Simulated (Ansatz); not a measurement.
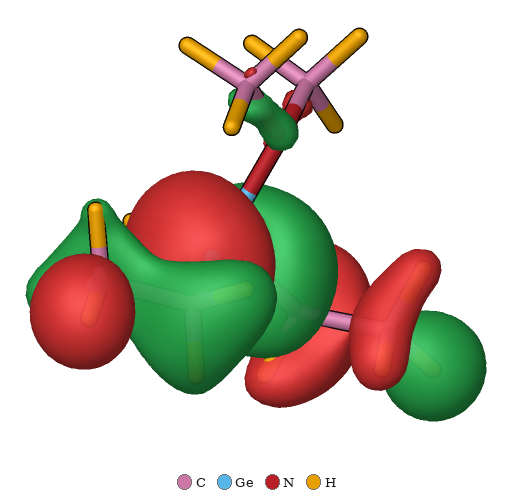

C6H17GeN (SMILES C[CH2][GeH]([CH2]C)[N](C)C). The HOMO−1 at ±0.08 Å⁻³ᐟ² (green and red are the two phases), seen at an oblique angle.

Geometry: PBE0-D4/def2-TZVP.

All numbers below come from Ansatz, RKS PBE0-D4/def2-TZVPP.

```xyz
25

C    -0.6449   -2.9500    0.1817
C    -0.0705   -1.8229   -0.6666
Ge   -0.7207   -0.0340   -0.1938
C    -0.7385    1.1711   -1.7374
C     0.6476    1.3978   -2.3257
N     0.4475    0.7000    1.0436
C     0.1368    2.0304    1.5055
C     0.9157   -0.1449    2.1135
H    -1.7349   -2.9846    0.1111
H    -0.3976   -2.8305    1.2395
H    -0.2635   -3.9251   -0.1346
H    -0.3162   -1.9816   -1.7214
H     1.0218   -1.8030   -0.6084
H    -2.1563   -0.1510    0.4034
H    -1.1948    2.1185   -1.4367
H    -1.4132    0.7341   -2.4804
H     1.3304    1.8131   -1.5810
H     1.0899    0.4625   -2.6796
H     0.6175    2.0860   -3.1752
H    -0.6672    2.0574    2.2617
H     1.0239    2.4900    1.9599
H    -0.1685    2.6682    0.6723
H     1.2069   -1.1261    1.7332
H     0.1713   -0.2987    2.9147
H     1.8040    0.2990    2.5812
```

Q: What is the character of this orbital?

A: It lies mainly on C4 (about 25 %), Ge3 (about 20 %), C2 (about 20 %) and C1 (about 5 %). Its energy is −7.78 eV.
